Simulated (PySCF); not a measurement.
```xyz
18

O     2.5670    1.6869    0.1644
C     1.8476    0.8342   -0.5158
C     0.7943    0.0398    0.3213
C    -0.3926    0.9566    0.6851
C    -1.6462    0.2483    0.1603
C    -1.2373   -1.2200    0.0657
C     0.1945   -1.1356   -0.4540
H     2.5235    0.0230   -0.8802
H     1.3718    1.2680   -1.4243
H     1.2956   -0.3060    1.2271
H    -0.4371    1.0811    1.7667
H    -0.2809    1.9488    0.2496
H    -1.9059    0.6204   -0.8317
H    -2.5023    0.4018    0.8153
H    -1.2463   -1.6770    1.0562
H    -1.8883   -1.7971   -0.5889
H     0.1794   -0.9092   -1.5226
H     0.7543   -2.0579   -0.3058
```

Geometry: GFN2-xTB.

The calculation used UKS B3LYP, pcH-1 on C H O, non-relativistic, mean-field spin-orbit, GIAO in PySCF 2.14.0, density-fitted response routines.

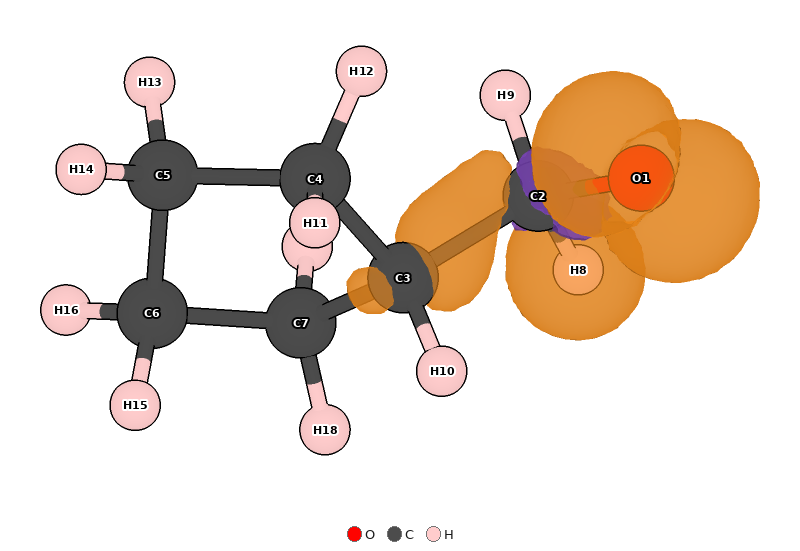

C6H11O (doublet). Isosurfaces of the spin density (α minus β) at +0.03 (orange) and −0.03 e/Å³ (purple), seen at an oblique angle.

**Where is the unpaired spin?**

The unpaired spin (1 electron) lies mostly on O1 (about 0.7), H8 (about 0.1) and C2 (about 0.1), in electrons by Hirshfeld's partition.
